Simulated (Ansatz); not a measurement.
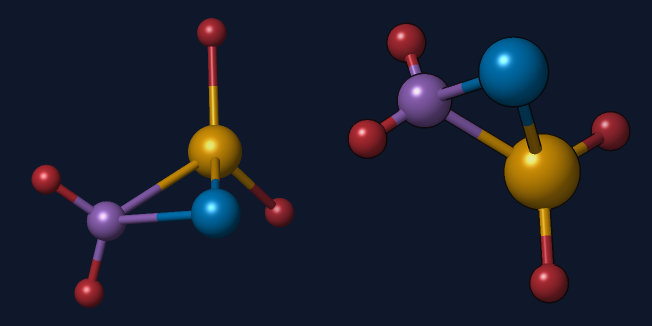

Both panels show the same species. Colours: carbon purple, selenium blue, tin orange, hydrogen red.

**Count the atoms of each element.**

CH4SeSn, 7 atoms: 1 carbon, 4 hydrogen, 1 selenium and 1 tin.

**Count the bonded pairs by element.**

2 C–H, 2 Sn–H, 1 C–Se, 1 Se–Sn, 1 C–Sn.

**How many atoms are distinct by symmetry?**

5: 1 C, 1 Se, 1 Sn, 2 H, 2 H.

**Give the symmetry (Schoenflies symbol).**

Cs.

**Write the SMILES.**

[CH2]1[Se][SnH2]1

The parts below concern this one geometry. Atoms keep their numbers from picture to picture. Computed geometry: PBE0-D4/def2-TZVP optimisation.

**Charges**

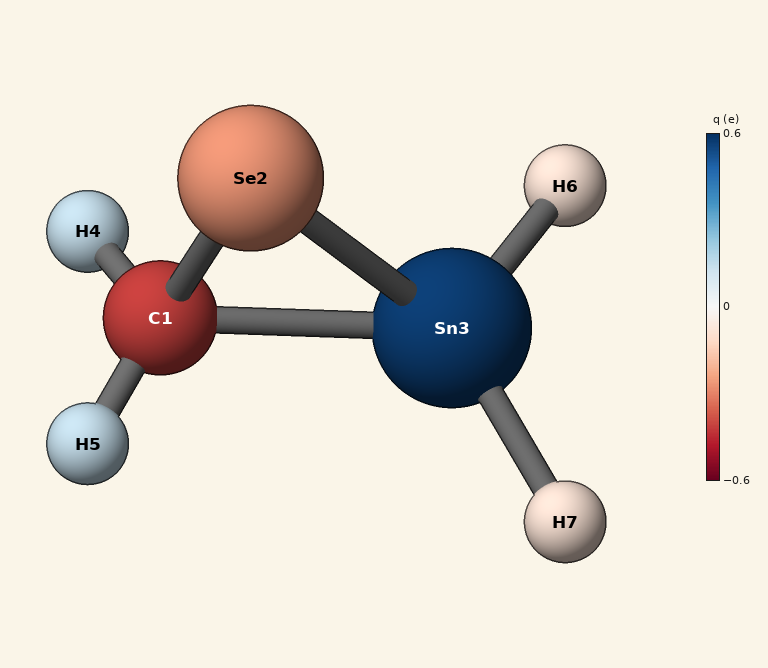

Atoms are coloured by their Mulliken charges. Level of theory: RKS PBE-D4/def2-TZVPP, core potentials on Sn (Ansatz 0.2.0).

List the Mulliken charges.

```
atom  value (e)
  C1      −0.41
 Se2      −0.26
 Sn3       0.56
  H4       0.14
  H5       0.14
  H6      −0.08
  H7      −0.08
```

**Levels of theory compared**

Program: Ansatz 0.2.0.

Compare dipole (D) at these levels: B3LYP-D4/def2-TZVPP; PBE-D4/def2-TZVPP; PBE0-D4/def2-TZVP; r2SCAN-D4/def2-TZVPP; ωB97M-V/def2-TZVPP.

```json
{"level": "B3LYP-D4/def2-TZVPP", "dipole (D)": "2.43"}
{"level": "PBE-D4/def2-TZVPP", "dipole (D)": "2.28"}
{"level": "PBE0-D4/def2-TZVP", "dipole (D)": "2.51"}
{"level": "r2SCAN-D4/def2-TZVPP", "dipole (D)": "2.47"}
{"level": "ωB97M-V/def2-TZVPP", "dipole (D)": "2.56"}
```

**Vibrations**

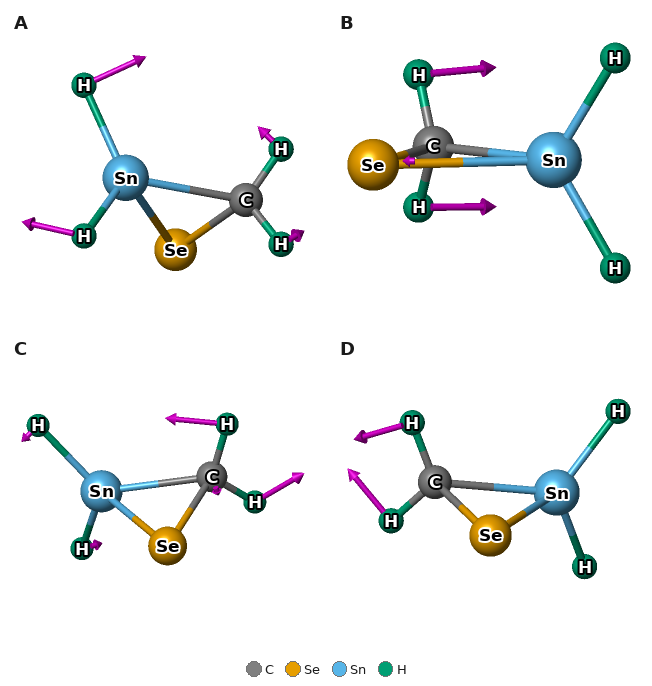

4 normal modes of one molecule or complex, as arrows. Harmonic vibrations computed with RKS PBE0-D4/def2-TZVP, core potentials on Sn (Ansatz 0.2.0) at a stationary point of the same level.

**Match the panels to the wavenumbers 394 cm⁻¹, 733 cm⁻¹, 953 cm⁻¹, 1398 cm⁻¹.**

A: 394 cm⁻¹, C–Sn–H bending
B: 953 cm⁻¹, angle bending
C: 733 cm⁻¹, H–C–Sn bending
D: 1398 cm⁻¹, angle bending

Mulliken values depend strongly on the basis set and can even reverse the polarity of a bond.
